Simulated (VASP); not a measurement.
Band structure of Ni3Fe (L1_2). These are r2SCAN+rVV10, VASP's PBE PAW potentials (set 64) (plane waves; VASP) values and carry that method's errors.

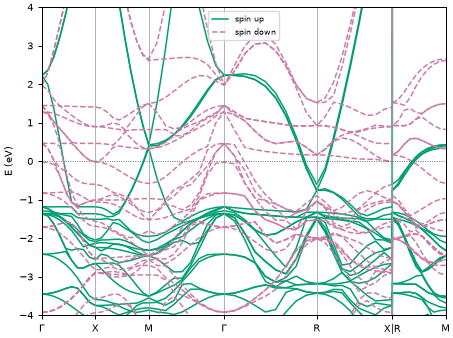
Figure. Bands along high-symmetry lines, zero at the valence-band maximum or, without a gap, the Fermi level

Question: Read the plot: is there a gap, and where are the band edges?

Answer: It has no gap at this level: it comes out as a metal or semimetal.

The compound is Ni3Fe in the L1_2 structure. It was relaxed first.
